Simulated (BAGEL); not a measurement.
# One shape, several levels: triplet SiH2Br2

We compute a comparison of 5 runs (UHF/3-21G, ROHF/6-31G*, UHF/6-31G*, ROHF/def2-SVP, UHF/def2-SVP) of triplet SiH2Br2. 

Program for the calculation: BAGEL 1.2.2.

4 further runs of the same task are left out: 4 set aside as unsound or not needed. Runs told in other sessions of the task aren't counted.

### 1 The system as given

The species is SiH2Br2 (5 atoms), meant as a triplet with charge 0. As SMILES of the parent species, `Br[SiH2]Br`. The coordinates come from a PBE0-D4/def2-TZVP relaxation. That shape belongs to the parent species and isn't relaxed for this state.

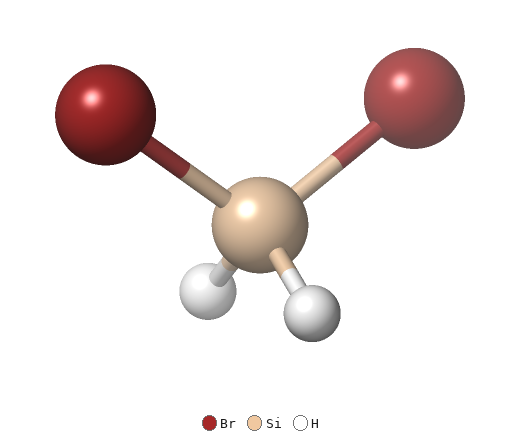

The structure, seen from a chosen angle (bromine red, silicon light orange, hydrogen white).

### 2 The energy at UHF/3-21G (density fitting with cc-pvqz-jkfit) (run 1)

File calc.json:

```json
{ "bagel" : [

{
  "title" : "molecule",
  "basis" : "3-21g",
  "df_basis" : "cc-pvqz-jkfit",
  "angstrom" : true,
  "geometry" : [
    { "atom" : "Br", "xyz" : [      -1.672690,      -1.239290,       0.362310 ] },
    { "atom" : "Si", "xyz" : [       0.158230,      -0.046290,       0.054680 ] },
    { "atom" : "Br", "xyz" : [      -0.295570,       1.814160,      -1.042010 ] },
    { "atom" : "H", "xyz" : [       1.103430,      -0.843230,      -0.751710 ] },
    { "atom" : "H", "xyz" : [       0.706590,       0.314640,       1.376730 ] }
  ]
},

{ "title" : "uhf", "nopen" : 2 },

{ "title" : "print", "file" : "orbitals.molden", "orbitals" : true }

]}
```

On the command line:

```sh
$ BAGEL_NUM_THREADS=1 BAGEL calc.json > calc.out
```

Standard output:

```text
* using 1 threads per process

  ===============================================================
  ===============================================================

  *** Geometry ***

  { "atom" : "Br", "xyz" : [     -3.160926,     -2.341919,      0.684667 ] },
  { "atom" : "Si", "xyz" : [      0.299011,     -0.087475,      0.103330 ] },
  { "atom" : "Br", "xyz" : [     -0.558546,      3.428266,     -1.969114 ] },
  { "atom" : "H", "xyz" : [      2.085180,     -1.593474,     -1.420526 ] },
  { "atom" : "H", "xyz" : [      1.335262,      0.594583,      2.601643 ] },

  Number of auxiliary basis functions:      686

  Since a DF basis is specified, we compute 2- and 3-index integrals:
    o Being stored without compression. Storage requirement is 0.020 GB

  Number of basis functions:       61
  Number of electrons      :       86

    * METHOD: MOLECULE                             0.43

  *** Open-shell HF ***

  === Nuclear Repulsion ===
   448.2792628212

      * DIIS with orbital gradients will be used.

  === UHF iteration (3-21g) ===
      0      -5408.35598108          0.01431095           0.27
      1      -5408.41542509          0.00601608           0.27
      2      -5408.42646244          0.00238207           0.28
[... 21 lines of this table left out ...]
     24      -5408.43232681          0.00000001           0.28
    * SCF iteration converged.

    * S^2 (UHF) is 2.0101

    * Permanent dipole moment:
           (   -0.528889,     0.154118,    -0.182453) a.u.

    * METHOD: UHF                                  7.15

    * METHOD: PRINT                                0.01

  ===============================================================
```

Run time: 7.8 s. Hardware: 1 thread of Arm Neoverse V1, shared host.

### 3 The energy at ROHF/6-31G(d) (density fitting with cc-pvqz-jkfit, spherical functions) (run 2)

File calc.json:

```json
{ "bagel" : [

{
  "title" : "molecule",
  "basis" : "6-31gs.json",
  "df_basis" : "cc-pvqz-jkfit",
  "angstrom" : true,
  "geometry" : [
    { "atom" : "Br", "xyz" : [   -1.672690,   -1.239290,    0.362310 ] },
    { "atom" : "Si", "xyz" : [    0.158230,   -0.046290,    0.054680 ] },
    { "atom" : "Br", "xyz" : [   -0.295570,    1.814160,   -1.042010 ] },
    { "atom" : "H", "xyz" : [    1.103430,   -0.843230,   -0.751710 ] },
    { "atom" : "H", "xyz" : [    0.706590,    0.314640,    1.376730 ] }
  ]
},
{ "title" : "rohf", "nopen" : 2 },
{ "title" : "print", "file" : "orbitals.molden", "orbitals" : true }

]}
```

The basis set 6-31G* is read from a file made from the Basis Set Exchange's data (not shown).

On the command line:

```sh
$ BAGEL_NUM_THREADS=1 BAGEL calc.json > calc.out
```

Standard output:

```text
* using 1 threads per process

  ===============================================================
  ===============================================================

  *** Geometry ***

  { "atom" : "Br", "xyz" : [     -3.160926,     -2.341919,      0.684667 ] },
  { "atom" : "Si", "xyz" : [      0.299011,     -0.087475,      0.103330 ] },
  { "atom" : "Br", "xyz" : [     -0.558546,      3.428266,     -1.969114 ] },
  { "atom" : "H", "xyz" : [      2.085180,     -1.593474,     -1.420526 ] },
  { "atom" : "H", "xyz" : [      1.335262,      0.594583,      2.601643 ] },

  Number of auxiliary basis functions:      686

  Since a DF basis is specified, we compute 2- and 3-index integrals:
    o Being stored without compression. Storage requirement is 0.041 GB

  Number of basis functions:       86
  Number of electrons      :       86

    * METHOD: MOLECULE                             0.60

  *** Open-shell HF ***

  === Nuclear Repulsion ===
   448.2792628212

      * DIIS with orbital gradients will be used.

  === ROHF iteration (6-31gs.json) ===
      0      -5434.00209497          0.01522645           0.41
      1      -5434.05814443          0.00914740           0.41
      2      -5434.07509545          0.00551895           0.43
[... 24 lines of this table left out ...]
     27      -5434.08846430          0.00000001           0.40
    * SCF iteration converged.

    * S^2 (ROHF) is 2.0000

    * Permanent dipole moment:
           (   -0.233449,     0.067960,    -0.080499) a.u.

    * METHOD: ROHF                                12.16

    * METHOD: PRINT                                0.02

  ===============================================================
```

It took 13 s on 1 thread of Arm Neoverse V1, shared host; peak memory 0.19 GiB.

### 4 The energy at UHF/6-31G(d) (density fitting with cc-pvqz-jkfit, spherical functions) (run 3)

File input.json:

```json
{ "bagel" : [

{
  "title" : "molecule",
  "basis" : "6-31gs.json",
  "df_basis" : "cc-pvqz-jkfit",
  "angstrom" : "true",
  "geometry" : [
    { "atom" : "Br", "xyz" : [   -1.672690,   -1.239290,    0.362310 ] },
    { "atom" : "Si", "xyz" : [    0.158230,   -0.046290,    0.054680 ] },
    { "atom" : "Br", "xyz" : [   -0.295570,    1.814160,   -1.042010 ] },
    { "atom" : "H", "xyz" : [    1.103430,   -0.843230,   -0.751710 ] },
    { "atom" : "H", "xyz" : [    0.706590,    0.314640,    1.376730 ] }
  ]
},
{ "title" : "uhf", "nopen" : 2 },
{ "title" : "print", "file" : "orbitals.molden", "orbitals" : "true" }

]}
```

The basis set 6-31G* is read from a file made from the Basis Set Exchange's data (not shown).

On the command line:

```sh
$ BAGEL_NUM_THREADS=1 BAGEL input.json > input.out
```

Standard output:

```text
* using 1 threads per process

  ===============================================================
  ===============================================================

  *** Geometry ***

  { "atom" : "Br", "xyz" : [     -3.160926,     -2.341919,      0.684667 ] },
  { "atom" : "Si", "xyz" : [      0.299011,     -0.087475,      0.103330 ] },
  { "atom" : "Br", "xyz" : [     -0.558546,      3.428266,     -1.969114 ] },
  { "atom" : "H", "xyz" : [      2.085180,     -1.593474,     -1.420526 ] },
  { "atom" : "H", "xyz" : [      1.335262,      0.594583,      2.601643 ] },

  Number of auxiliary basis functions:      686

  Since a DF basis is specified, we compute 2- and 3-index integrals:
    o Being stored without compression. Storage requirement is 0.041 GB

  Number of basis functions:       86
  Number of electrons      :       86

    * METHOD: MOLECULE                             0.60

  *** Open-shell HF ***

  === Nuclear Repulsion ===
   448.2792628212

      * DIIS with orbital gradients will be used.

  === UHF iteration (6-31gs.json) ===
      0      -5434.00209497          0.01522645           0.43
      1      -5434.06522597          0.00897769           0.43
      2      -5434.08238383          0.00529381           0.43
[... 37 lines of this table left out ...]
     40      -5434.09439370          0.00000001           0.39
    * SCF iteration converged.

    * S^2 (UHF) is 2.0179

    * Permanent dipole moment:
           (   -0.251415,     0.073206,    -0.086702) a.u.

    * METHOD: UHF                                 17.31

    * METHOD: PRINT                                0.02

  ===============================================================
```

Wall time 18 s (1 thread of Arm Neoverse V1, shared host); peak memory 0.19 GiB.

Run 4 isn't shown in full; the table further down has it.

### 5 A single-point energy at UHF/def2-SVP (density fitting with cc-pvqz-jkfit) (run 5)

File input.json:

```json
{ "bagel": [

{
  "title": "molecule",
  "basis": "svp",
  "df_basis": "cc-pvqz-jkfit",
  "angstrom": "true",
  "geometry": [
    { "atom": "Br", "xyz": [      -1.672690,      -1.239290,       0.362310 ] },
    { "atom": "Si", "xyz": [       0.158230,      -0.046290,       0.054680 ] },
    { "atom": "Br", "xyz": [      -0.295570,       1.814160,      -1.042010 ] },
    { "atom": "H", "xyz": [       1.103430,      -0.843230,      -0.751710 ] },
    { "atom": "H", "xyz": [       0.706590,       0.314640,       1.376730 ] }
  ]
},

{ "title": "uhf", "charge": 0, "nopen": 2 },

{ "title": "print", "file": "orbitals.molden", "orbitals": "true" }

]}
```

On the command line:

```sh
$ BAGEL_NUM_THREADS=1 BAGEL input.json > input.out
```

Standard output:

```text
* using 1 threads per process

  ===============================================================
  ===============================================================

  *** Geometry ***

  { "atom" : "Br", "xyz" : [     -3.160926,     -2.341919,      0.684667 ] },
  { "atom" : "Si", "xyz" : [      0.299011,     -0.087475,      0.103330 ] },
  { "atom" : "Br", "xyz" : [     -0.558546,      3.428266,     -1.969114 ] },
  { "atom" : "H", "xyz" : [      2.085180,     -1.593474,     -1.420526 ] },
  { "atom" : "H", "xyz" : [      1.335262,      0.594583,      2.601643 ] },

  Number of auxiliary basis functions:      686

  Since a DF basis is specified, we compute 2- and 3-index integrals:
    o Being stored without compression. Storage requirement is 0.046 GB

  Number of basis functions:       92
  Number of electrons      :       86

    * METHOD: MOLECULE                             0.54

  *** Open-shell HF ***

  === Nuclear Repulsion ===
   448.2792628212

      * DIIS with orbital gradients will be used.

  === UHF iteration (svp) ===
      0      -5433.94924460          0.01201817           0.44
      1      -5433.99245155          0.00667485           0.43
      2      -5434.00366153          0.00376486           0.44
[... 52 lines of this table left out ...]
     55      -5434.01226880          0.00000001           0.44
    * SCF iteration converged.

    * S^2 (UHF) is 2.0150

    * Permanent dipole moment:
           (   -0.232763,     0.067810,    -0.080293) a.u.

    * METHOD: UHF                                 25.22

    * METHOD: PRINT                                0.02

  ===============================================================
```

It took 26 s on 1 thread of Arm Neoverse V1, shared host; peak memory 0.2 GiB.

### 6 All runs side by side

```csv
run,level,energy (Eh),dipole moment (D),⟨S²⟩,wall time
1,UHF/3-21G (density fitting with cc-pvqz-jkfit),-5408.432327,1.48,2.010,7.8 s
2,"ROHF/6-31G* (density fitting with cc-pvqz-jkfit, spherical functions)",-5434.088464,0.65,2.000,13 s
3,"UHF/6-31G* (density fitting with cc-pvqz-jkfit, spherical functions)",-5434.094394,0.70,2.018,18 s
4,ROHF/def2-SVP (density fitting with cc-pvqz-jkfit),-5434.006612,0.61,2.000,12 s
5,UHF/def2-SVP (density fitting with cc-pvqz-jkfit),-5434.012269,0.65,2.015,26 s
```

### 7 What came out

```
            quantity           value
 run 5: total energy  -5434.01227 Eh
run 5: dipole moment          0.65 D
         run 5: ⟨S²⟩           2.015
```

**Reading.** The dipole moment (its size) runs from 0.61 D (ROHF/def2-SVP) to 1.48 D (UHF/3-21G). The two ends differ in method and basis. All runs together took 78 s, the longest 26 s.
